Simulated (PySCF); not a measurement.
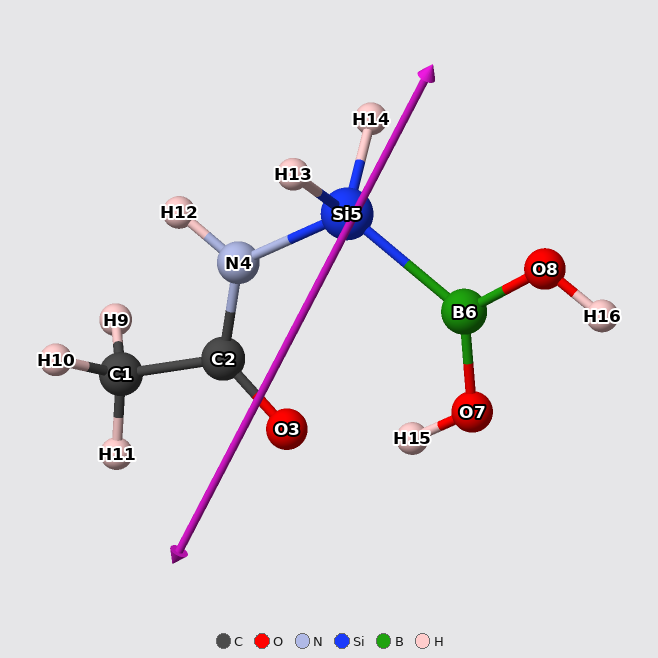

The double arrow shows the direction of the transition dipole to excited singlet state 7 (its length means nothing). Computed geometry: GFN2-xTB optimisation. No frequency run is at hand to confirm it as a minimum. Method: TDDFT PBE0/def2-SVPD, vertical, gas phase, core orbitals frozen in the response (PySCF 2.14.0).

**Where does the transition lie, and how strong is it?**

7.16 eV (173 nm), oscillator strength 0.13, mainly HOMO−1 → LUMO+2 (weight 0.80); transition dipole 2.20 D.

The geometry is semi-empirical. Around B, Si such bond lengths and angles can be off by a tenth of an ångström or more and by several degrees, and values that hang on the shape move with them.
